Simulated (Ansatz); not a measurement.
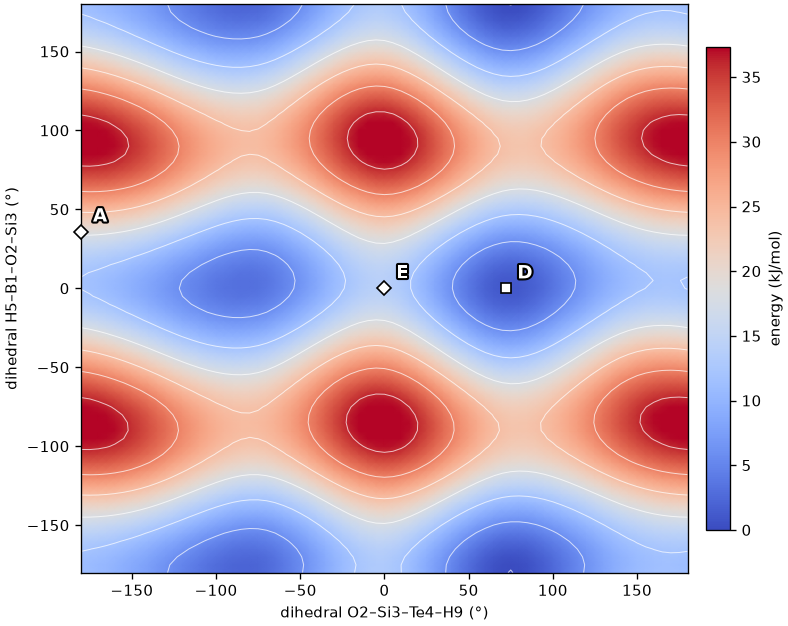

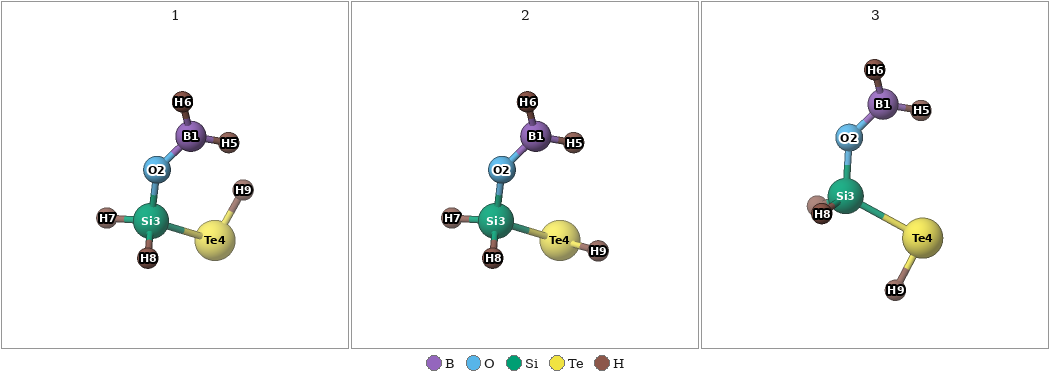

BH5OSiTe, SMILES BO[SiH2][TeH]. Coordinates scanned: (1) dihedral O2–Si3–Te4–H9; (2) dihedral H5–B1–O2–Si3. Nothing is relaxed (all other coordinates rigid). The scan uses a 10 × 10 grid. Energies are in kJ/mol, from the lowest grid point. Method: RKS r2SCAN-D4/def2-TZVP in Ansatz.

In the figure: a smooth colour map with a few white contour lines, lettered points. Between grid points the surface is interpolated. The numbered pictures are the structures at these points, in random order.

Which structure belongs to which point?

A is structure 3: dihedral O2–Si3–Te4–H9 = −180°, dihedral H5–B1–O2–Si3 = 36°, 18.9 kJ/mol; D is structure 2: dihedral O2–Si3–Te4–H9 = 72°, dihedral H5–B1–O2–Si3 = 0°, 1.0 kJ/mol; E is structure 1: dihedral O2–Si3–Te4–H9 = 0°, dihedral H5–B1–O2–Si3 = 0°, 14.1 kJ/mol.
